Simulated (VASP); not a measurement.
Band structure of C (graphite). Level of theory: SCAN meta-GGA, VASP's PBE PAW potentials (set 64) (plane waves; VASP).

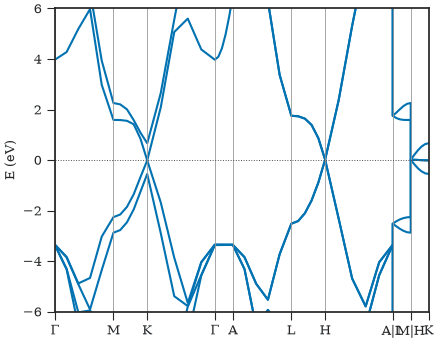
Figure: Bands along high-symmetry lines, zero at the valence-band maximum or, without a gap, the Fermi level

Task: Read the plot: is there a gap, and where are the band edges?

Result: It has no gap at this level: it comes out as a metal or semimetal.

The compound is C in the graphite structure. It was relaxed first.
